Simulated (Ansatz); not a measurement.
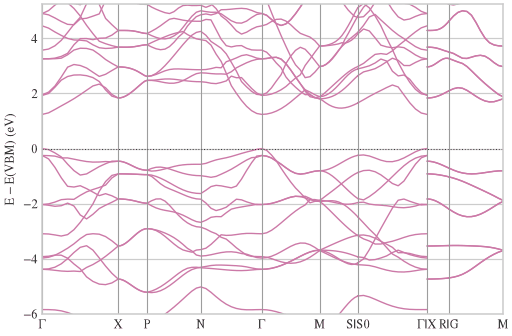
Fig. 1. Band structure from plane-wave PAW PBEsol (Ansatz code)

Read off the gap and where the band edges lie.

About 1.2 eV (1.24 eV by a search for the band edges); maximum at Γ, minimum at Γ.

The material is CdSiP2 (chalcopyrite, I-42d).

Symmetry was held in the PBEsol relaxation. Scalar-relativistic: spin–orbit coupling is off unless named, which matters more the heavier the elements.

Potentials: the later of the program's two PAW sets.
